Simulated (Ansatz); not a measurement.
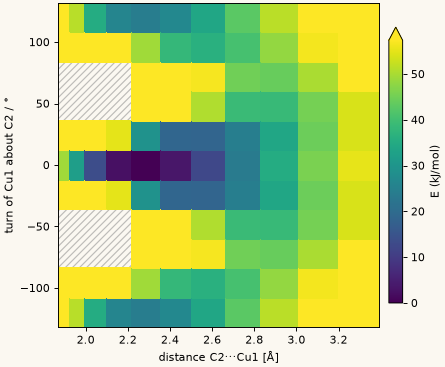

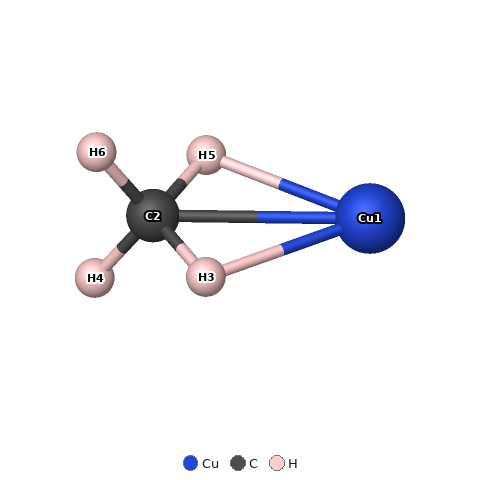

Energy landscape of CH4Cu, charge +1. 
- The turn is about an axis along (0.31, −0.87, 0.39) in the frame of the relaxed pair, normal to the line between the partners.
- First axis: distance C2···Cu1. Second axis: turn of Cu1 about C2.
- Grid: 11 × 11 points; 58 points were computed and 47 follow by symmetry. At 16 points there is no value (left out of the scan, as a rule where atoms come close).
- Energies are in kJ/mol, from the lowest grid point.
- Computed with RKS BHLYP-D4/def2-TZVPD (Ansatz).

Drawn: one coloured cell a grid point, one colour for all values above the top of the scale, hatched blanks where no value was computed. The second picture is the structure at the lowest point.

### Where are the lowest and the highest points?

The lowest grid point is at distance C2···Cu1 = 2.285 Å, turn of Cu1 about C2 = 0°. The highest grid point, distance C2···Cu1 = 1.897 Å, turn of Cu1 about C2 = −96°, lies 220 kJ/mol above the lowest.

The input of one point:

```yaml
crystal:
  periodic: [false, false, false]
  atoms:
    - { symbol: Cu, position_ang: [0.208916, -0.724674, -1.769137] }
    - { symbol: C, position_ang: [-0.039446, 0.136735, 0.332652] }
    - { symbol: H, position_ang: [-0.877118, -0.389133, -0.159349] }
    - { symbol: H, position_ang: [-0.382062, 1.141187, 0.531413] }
    - { symbol: H, position_ang: [0.922563, 0.233117, -0.201713] }
    - { symbol: H, position_ang: [0.170038, -0.407255, 1.241581] }
total_charge: 1
basis:
  gaussian: { orbitals: def2-TZVPD }
hamiltonian:
  xc: { name: BHLYP }
  dispersion: d4
output:
  forces: true
```

Each point was launched as `ansatz run input.yaml --threads 1 --pin off --max-ram 2560MiB --backend cpu --events-out ev --progress --plain --runs-dir out`. Time for the 58 points that were run: 4.1 min on 1 thread of Arm Neoverse V2, on a shared host.
